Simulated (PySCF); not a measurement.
**Run report: C₂H₅OSi, EPR calculation**

- system: C₂H₅OSi, multiplicity 2, SMILES O=[C]C[SiH3]
- method: UKS B3LYP, pcH-1 on C H O Si, non-relativistic, mean-field spin-orbit, GIAO (PySCF 2.14.0)

It belongs to a series of runs on one base structure; here: X = H replaced by CH2SiH3.

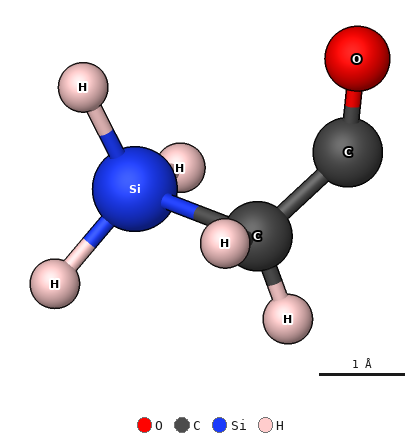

Fig. 1: The structure as given in the input (ball-and-stick view, seen at a tilt).

## Results in brief

```json
{"quantity": "outcome", "value": "converged"}
{"quantity": "total energy", "value": "−443.899883 hartree"}
{"quantity": "⟨S²⟩", "value": "0.753"}
{"quantity": "isotropic g", "value": "2.0006"}
{"quantity": "hardware", "value": "1 CPU thread, shared host"}
{"quantity": "wall time", "value": "15 s"}
{"quantity": "peak memory", "value": "0.62 GiB"}
```

## Input file
```
{"job": {"kind": "epr", "basis": "pcH-1"}, "charge": 0, "multiplicity": 2}
O      1.357798     1.866344    -0.895054
C      1.291419     0.672295    -0.883328
C      0.813228    -0.285958     0.104275
Si    -1.112046    -0.227091     0.160248
H      1.195898    -0.030468     1.097427
H      1.137367    -1.295983    -0.144650
H     -1.527678     1.063190     0.700704
H     -1.620205    -0.426899    -1.195882
H     -1.522220    -1.329436     1.031080
```

The first line tells a small driver script what to run in PySCF; the rest is the geometry in Å.

Run as:
```bash
OMP_NUM_THREADS=1 python <driver script> task.json out
```

## Output
```
UKS, coarse grid
  cycle   1  E = -443.79377936  |g| = 5.30e-01
  cycle   2  E = -443.24865025  |g| = 1.28e+00
  cycle   3  E = -443.89242529  |g| = 1.25e-01
  cycle   4  E = -443.89846928  |g| = 5.39e-02
  cycle   5  E = -443.89984872  |g| = 9.12e-03
  cycle   6  E = -443.89988345  |g| = 3.00e-03
  cycle   7  E = -443.89988773  |g| = 7.85e-04
UKS, final grid
  cycle   1  E = -443.89988300  |g| = 9.39e-04
  cycle   2  E = -443.89988209  |g| = 1.84e-03
  cycle   3  E = -443.89988338  |g| = 3.54e-04
  cycle   4  E = -443.89988343  |g| = 2.71e-05
  cycle   5  E = -443.89988343  |g| = 1.76e-05
E = -443.89988343 Eh   <S^2> = 0.7525 (exact 0.7500)
g shifts (ppm)      1          2          3
  rmc          -221       -221       -221
  gc             36         13        -42
  oz_so       -6839         27       2443
  total       -7024       -181       2180
hyperfine (MHz)  atom isotope    a_iso     a_fc   dipolar eigenvalues
    0   17O     -43.21     -43.54   -108.52     50.70     57.82
    1   13C     336.01     336.43    -51.88    -49.80    101.68
    2   13C     161.34     161.38    -12.43    -10.43     22.85
    3  29Si       0.29       0.28     -3.24      1.34      1.90
    4    1H      34.67      34.67     -7.71     -3.10     10.81
    5    1H      17.76      17.78     -8.83     -6.53     15.37
    6    1H      -0.89      -0.89     -1.78     -1.38      3.15
    7    1H      -1.49      -1.49     -2.26     -1.69      3.95
    8    1H       0.70       0.70     -1.50     -0.74      2.24
```

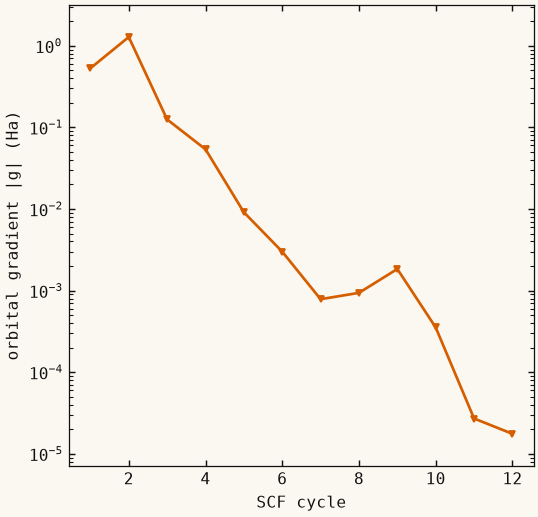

Fig. 2: Convergence of the self-consistent field: orbital gradient |g| against the SCF cycle. All cycles printed in the log are drawn one after another.

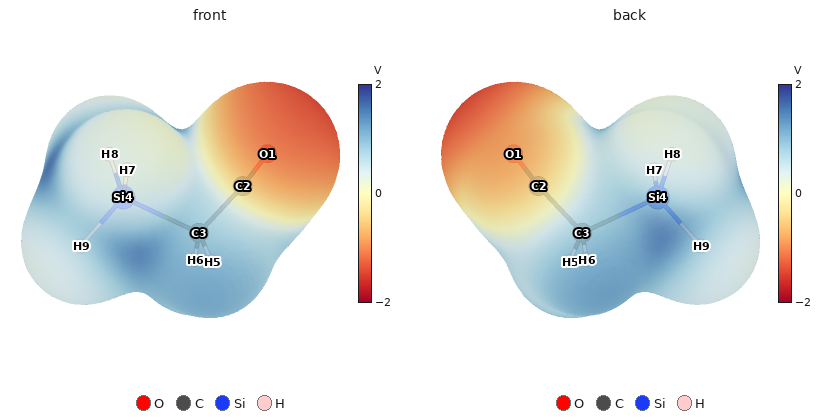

Fig. 3: The electrostatic potential painted on the density surface at 0.002 e/bohr³, seen at a tilt and from behind; red is negative and blue positive. A positive charge is drawn to the negative regions and a negative charge to the positive ones.

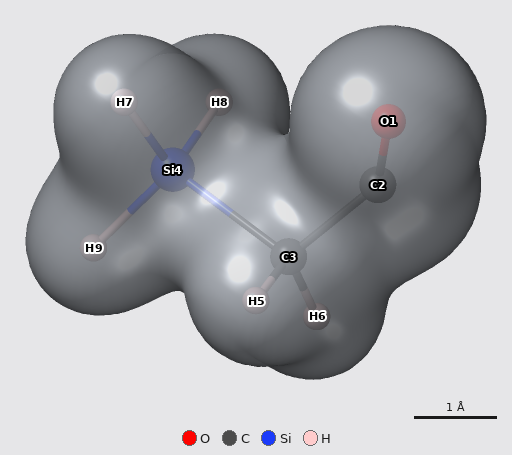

Fig. 4: Isosurface of the electron density at 0.1 e/Å³ (grey), seen at a tilt. At this value the surface is in one piece. On the grid the lowest density along these lines, outside the cores, is 2.9 e/Å³ (C–O, 1.20 Å), 1.8 e/Å³ (C–C, 1.46 Å), 0.71 e/Å³ (C–Si, 1.93 Å) and 1.9 e/Å³ (C–H, 1.09 Å).
